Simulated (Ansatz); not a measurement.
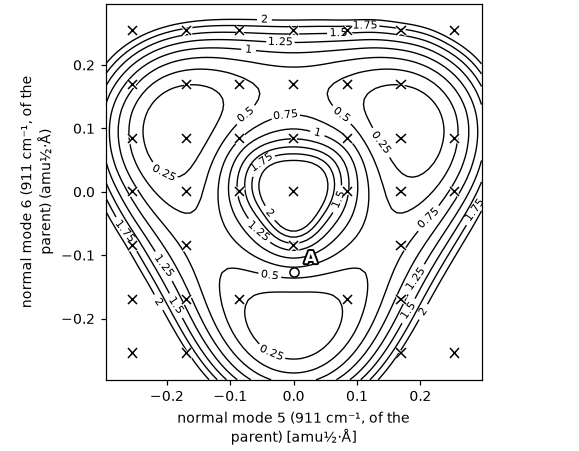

BrH₃Si, charge +1, spin multiplicity 2. Coordinates scanned: (1) normal mode 5 (911 cm⁻¹, of the parent); (2) normal mode 6 (911 cm⁻¹, of the parent). Nothing is relaxed (straight displacements along the two mass-weighted modes). The scan uses a 15 × 15 grid; 99 points were computed and 86 follow by symmetry. At 40 points there is no value. Points are written as (first, second). Energies: kJ/mol, counted from the lowest grid point. Near the degeneracy a single determinant is a rough description. Theory: UKS PBE-D4/def2-TZVP (Ansatz 0.2.0).

Drawn: contour lines labelled in kJ/mol (none above 2), crosses at grid points without a value, the point A. Between grid points the surface is interpolated.

Which way does the force act at A, and how strong is it?

A, at (0.000 amu½·Å, −0.127 amu½·Å), is not a stationary point. The computed force is nearly zero along the first coordinate and 15 kJ/mol for each amu½·Å towards smaller values of the second coordinate.
